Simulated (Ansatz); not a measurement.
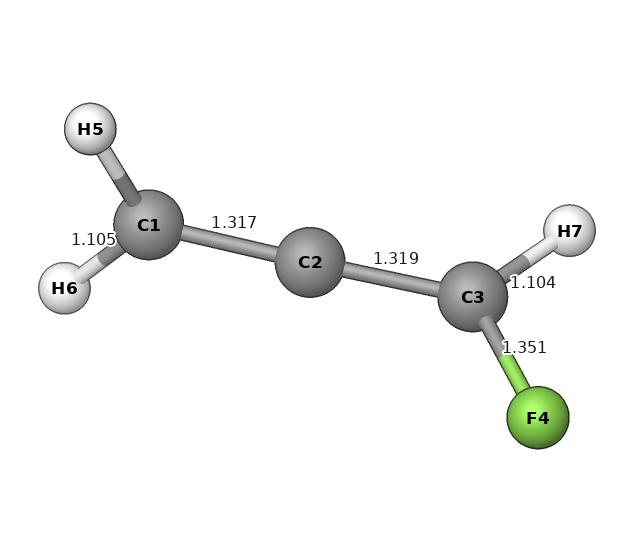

Bond lengths are marked in Å; every bond is drawn as one stick. The geometry was computed by an optimisation with PBE-D4/def2-SVP. No frequency run is at hand to confirm it as a minimum.

### Assign a bond order to each marked bond.

C1–C2 double; C1–H6 single; C2–C3 double; C3–F4 single; C3–H7 single.

### Write the SMILES.

C=C=CF
